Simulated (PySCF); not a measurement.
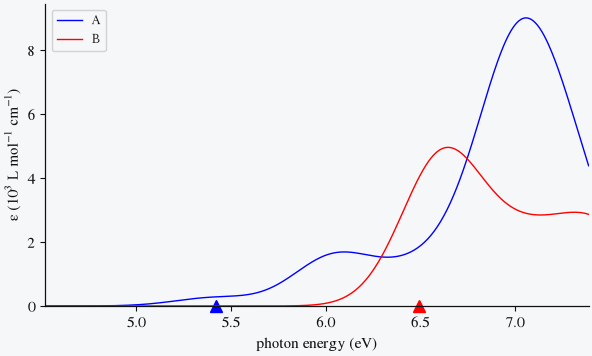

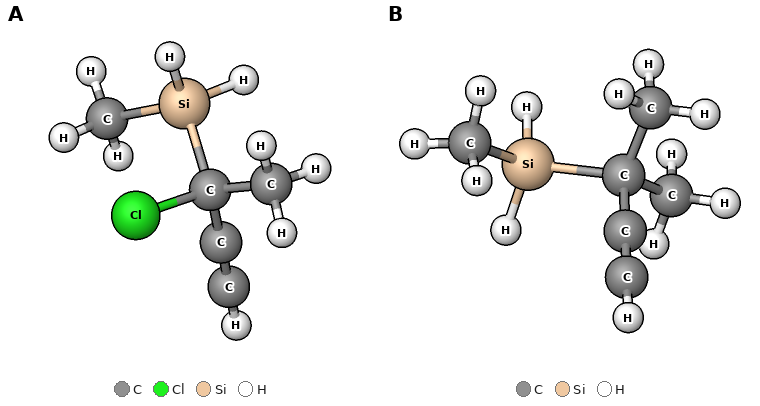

Related molecules: A is C₅H₉ClSi, SMILES C#C[C@](C)(Cl)[SiH2]C; B is C₆H₁₂Si, SMILES C#CC(C)(C)[SiH2]C. Vertical TDDFT absorption, B3LYP/def2-SVPD, PySCF 2.14.0, at a GFN2-xTB geometry (no frequency check); Gaussians of 1/e half-width 0.30 eV, triangles mark S1, and the range ends where the computed states of one molecule run out.

How does the lowest singlet move?

Answer. A: 5.42 eV (f = 0.005, mainly HOMO → LUMO (94 %)); B: 6.50 eV (f = 0.005, mainly HOMO → LUMO+3 (52 %)). From A to B it shifts 1.08 eV to the blue; the leading orbital pair differs.

And the brightest state of each within the range drawn?

Answer. A: S7 at 7.03 eV, f = 0.09; B: S3 at 6.64 eV, f = 0.05.

Limits of at least one run: core orbitals are frozen in the response; one conformer of a flexible molecule; states above the negative HOMO energy depend on the basis; the tight-binding geometry is rougher than a DFT one and adds to the error.
